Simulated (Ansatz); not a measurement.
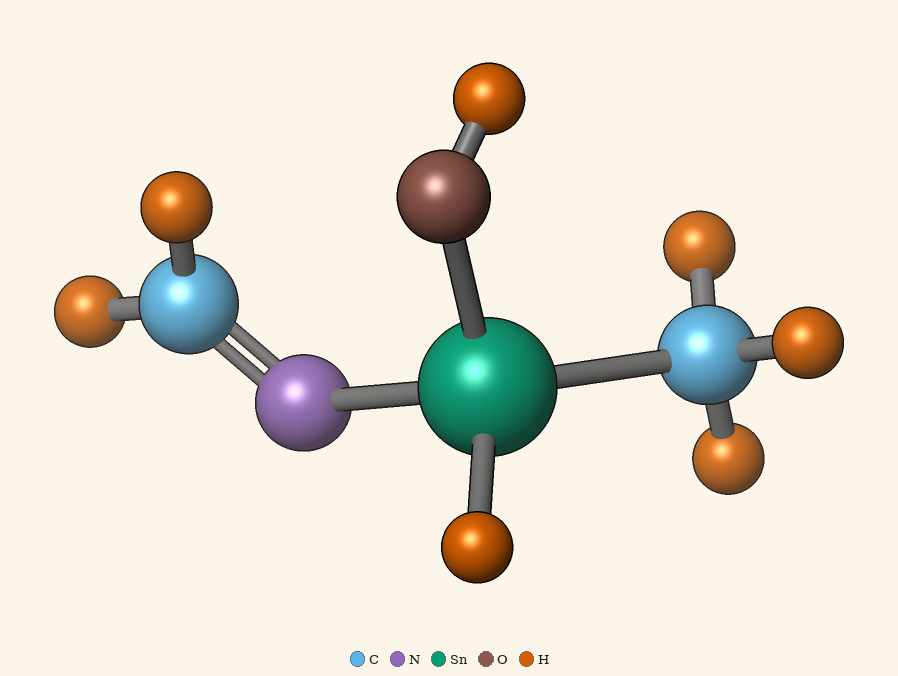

Rendered structure (ball-and-stick style). Double and triple bonds are drawn as two and three sticks.

The computed structure is the end point of a PBE0-D4/def2-TZVP optimisation. No frequency run is at hand to confirm it as a minimum.

Identify the structure.

It has 12 atoms: 2 carbon, 7 hydrogen, 1 nitrogen, 1 oxygen and 1 tin (C₂H₇NOSn). Its SMILES string is `C=[N][Sn@@H]([CH3])[OH]`. Among its groups: imine. The point group is C1. Coordination: 1 C trigonal planar; 1 N bent; 1 Sn tetrahedral; 1 C tetrahedral; 1 O bent.

The parts below concern this one geometry. Atoms keep their numbers from picture to picture.

### Geometry

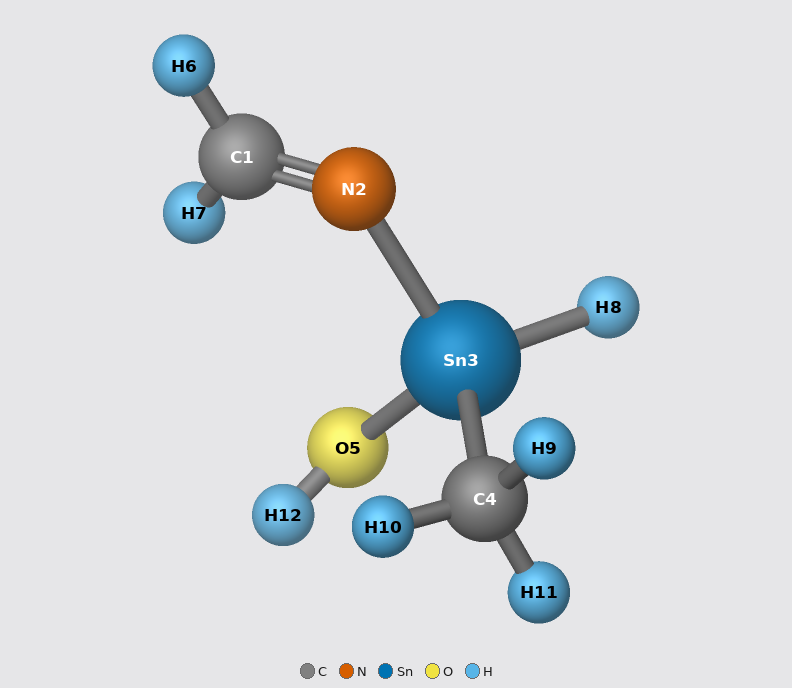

Atoms carry their numbers in the input. No frequency run is at hand to confirm it as a minimum.

Give the bond lengths.

```
  bond  length (Å)
 C1–N2       1.259
 C1–H6       1.099
 C1–H7       1.101
N2–Sn3       2.053
Sn3–C4       2.128
Sn3–O5       1.978
Sn3–H8       1.702
 C4–H9       1.090
C4–H10       1.090
C4–H11       1.090
O5–H12       0.959
```

### Levels of theory compared

No frequency run is at hand to confirm it as a minimum. Program: Ansatz 0.2.0.

At this fixed geometry, give HOMO–LUMO gap (eV) at these levels: B3LYP-D4/def2-TZVPP; PBE-D4/def2-TZVPP; PBE0-D4/def2-TZVPP; r2SCAN-D4/def2-TZVPP; ωB97M-V/def2-TZVPP; ωB97X-V/def2-TZVPP.

```csv
level,HOMO–LUMO gap (eV)
B3LYP-D4/def2-TZVPP,5.71
PBE-D4/def2-TZVPP,3.73
PBE0-D4/def2-TZVPP,6.19
r2SCAN-D4/def2-TZVPP,4.20
ωB97M-V/def2-TZVPP,10.41
ωB97X-V/def2-TZVPP,10.81
```

### Dipole moment

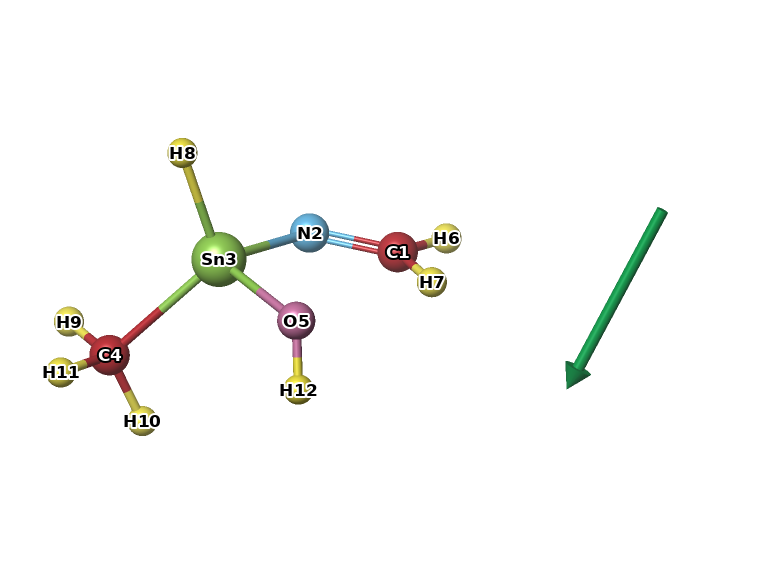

The arrow beside the molecule shows the direction of the dipole moment, from the negative to the positive end (its length means nothing). No frequency run is at hand to confirm it as a minimum. Level of theory: RKS B3LYP-D4/def2-TZVPP, core potentials on Sn (Ansatz 0.2.0).

> Estimate the dipole moment.

1.86 D; it points from the side of H6, H8 to the side of H10 (the outermost atoms at the two ends).

### Charges

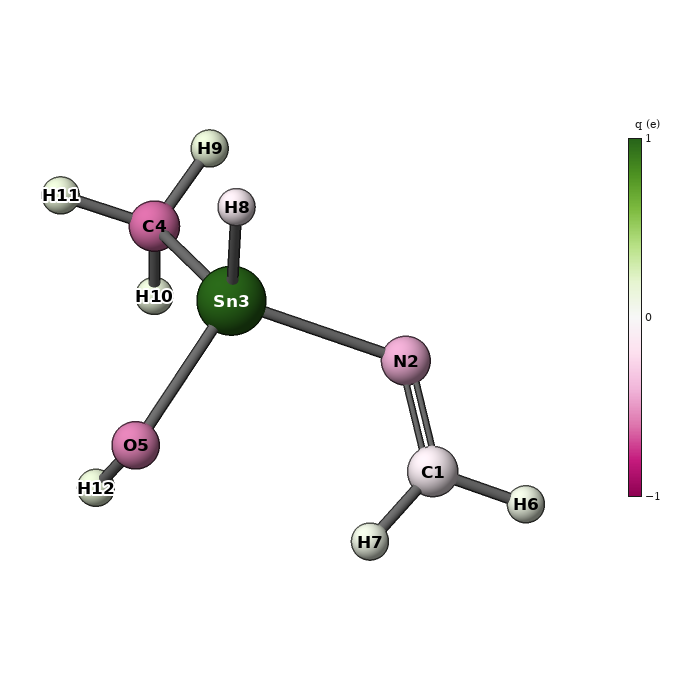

Atoms are coloured by their Mulliken charges. No frequency run is at hand to confirm it as a minimum. Method: RKS ωB97M-V/def2-TZVPP, core potentials on Sn (Ansatz 0.2.0).

Give the Mulliken charges atom by atom.

```json
{"atom": "C1", "value (e)": "−0.09"}
{"atom": "N2", "value (e)": "−0.43"}
{"atom": "Sn3", "value (e)": "0.98"}
{"atom": "C4", "value (e)": "−0.62"}
{"atom": "O5", "value (e)": "−0.56"}
{"atom": "H6", "value (e)": "0.10"}
{"atom": "H7", "value (e)": "0.09"}
{"atom": "H8", "value (e)": "−0.09"}
{"atom": "H9", "value (e)": "0.15"}
{"atom": "H10", "value (e)": "0.14"}
{"atom": "H11", "value (e)": "0.15"}
{"atom": "H12", "value (e)": "0.16"}
```

Mulliken values depend strongly on the basis set and can even reverse the polarity of a bond.
